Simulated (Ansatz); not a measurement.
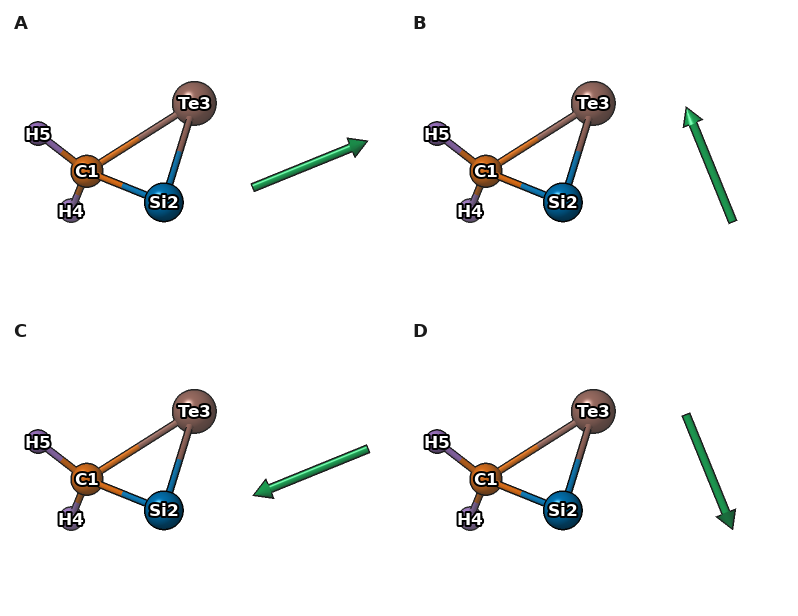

The same molecule four times, each with an arrow. The computed structure is the end point of a PBE0-D4/def2-TZVP optimisation. No frequency run is at hand to confirm it as a minimum. Properties computed with RKS PBE0-D4/def2-TZVP, core potentials on Te (Ansatz 0.2.0).

> Which arrow points along the dipole moment, from the negative to the positive end?

C. The dipole moment is 1.04 D; it points from the side of Te3 to the side of H4, H5 (the outermost atoms at the two ends).
